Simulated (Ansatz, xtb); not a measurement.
Pulling on the Si2–F1 bond in FH3Si (SMILES F[SiH3]) (multiplicity 1 held, fragments rigid). Energies count from the point at 1.606 Å.
Geometry at that point (charge 0, multiplicity 1):
```xyz
5

F      1.090    -0.017    -0.170
Si    -0.496     0.008     0.078
H     -0.945     1.415     0.067
H     -0.771    -0.616     1.388
H     -1.147    -0.754    -1.008
```

Restricted levels (R-, RO-) in cc, def2 and unpolarised 6-31G sets keep to the state of the molecule at rest. Unrestricted levels (U-) break spin symmetry where that is lower. Active spaces are followed from a long bond inwards. Levels need not reach the same state.

Cores are frozen in the correlated methods.

Programs: Ansatz (a quantum-chemistry and plane-wave program) with Gaussian orbitals; xtb for the GFN methods.  The GFN methods have no spin term and hold the electronic entropy of 300 K.

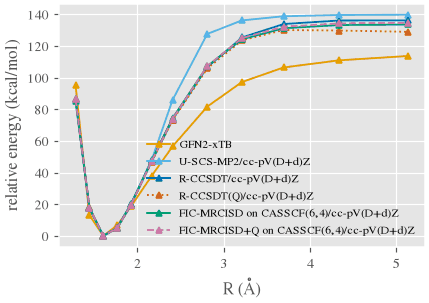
Figure. Relative energy along the coordinate

Read off the GFN2-xTB curve at R = 2.409.

about 57 kcal/mol

Doubts at one or more of the structures used: a spin-contaminated determinant (U-SCS-MP2/cc-pV(D+d)Z); a restricted determinant that unrestricted orbitals would lower (R-CCSDT/cc-pV(D+d)Z, R-CCSDT(Q)/cc-pV(D+d)Z); T1 above 0.05 (R-CCSDT/cc-pV(D+d)Z, R-CCSDT(Q)/cc-pV(D+d)Z); other coupled-cluster roots lie near (R-CCSDT/cc-pV(D+d)Z, R-CCSDT(Q)/cc-pV(D+d)Z); active orbitals that take no part (FIC-MRCISD on CASSCF(6,4)/cc-pV(D+d)Z, FIC-MRCISD+Q on CASSCF(6,4)/cc-pV(D+d)Z).
